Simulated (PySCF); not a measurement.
C$_{3}$H$_{9}$B$_{2}$ClSi (SMILES ClB1BCC[SiH2]C1)

```xyz
16

Cl   -0.6678    2.5910    1.4946
B    -0.1465    1.6272    0.1556
B     1.3741    1.0580   -0.1179
C     1.5366   -0.5051    0.0723
C     0.3408   -1.2309    0.7082
Si   -1.3118   -0.8587   -0.1667
C    -1.2571    0.9765   -0.7437
H     2.3063    1.6220   -0.5559
H     1.7126   -0.9176   -0.9284
H     2.4450   -0.7478    0.6335
H     0.5316   -2.3062    0.7329
H     0.2616   -0.9137    1.7506
H    -1.4767   -1.7142   -1.3524
H    -2.4244   -1.0657    0.7681
H    -0.9888    0.9640   -1.7990
H    -2.2430    1.4301   -0.6631
```

Geometry: GFN2-xTB.

Theory: CAM-B3LYP/def2-SVPD, SCF density, gas phase (PySCF 2.14.0).

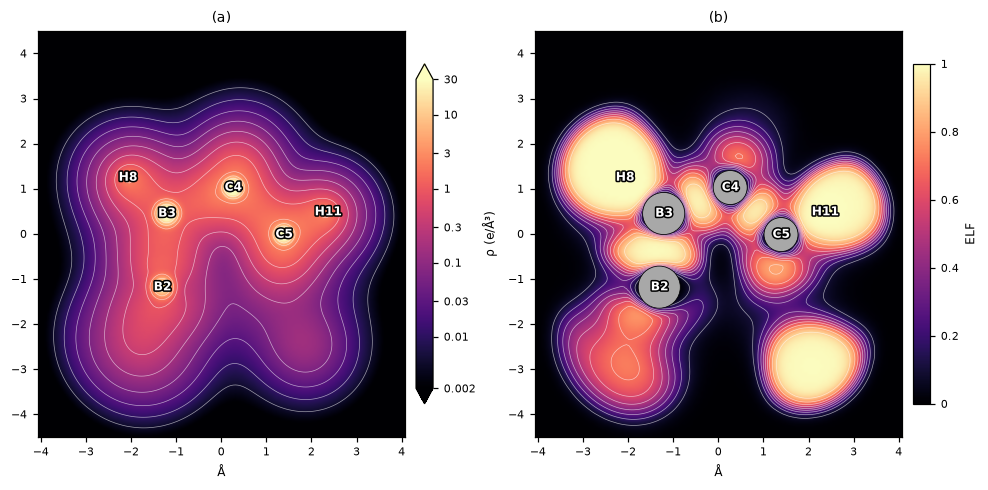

Figure 1. (a) total electron density; (b) electron localisation function on the plane of atoms C4, B3 and H8. Grey discs cover the atomic cores in the ELF map.

Q: Read the bonding off the picture.

A:
- The plane passes through B, C and H nuclei.
- C–C (1.54 Å): ρ at the midpoint is about 1.6 e/Å³; the ELF peaks at about 0.95 between the atoms; a shared electron pair.
- C–B (1.58 Å): ρ is about 1.4 e/Å³ halfway; the ELF peaks at about 1 between the atoms: a covalent bond.
- B–B (1.65 Å): ρ at the midpoint is about 1.2 e/Å³; the ELF peaks at about 1 between the atoms, as expected for a shared electron pair.
- C–H (1.09 Å): ρ at the midpoint is about 1.9 e/Å³; the ELF climbs to about 1 towards the hydrogen, as it does in any bond to H; a covalent bond by its length.
- B–H (1.17 Å): ρ is about 1.3 e/Å³ halfway; the ELF climbs to about 1 towards the hydrogen (a covalent bond by its length).

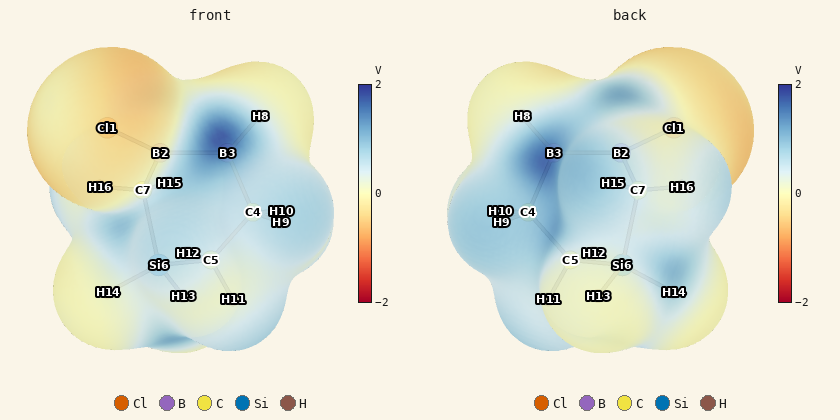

Figure 2. The molecular electrostatic potential painted on the density surface at 0.002 e/bohr³, seen from the front and from behind; red is negative and blue positive.

Q: Which sites attract a positive test charge, and which a negative one?

A: A positive charge is drawn to the negative regions and a negative charge to the positive ones. The most negative region (about −0.6 V) lies over Cl1, the most positive (about +1.7 V) over B3.

Q: What dipole moment does the calculation give?

A: Its dipole moment is 1.61 D.
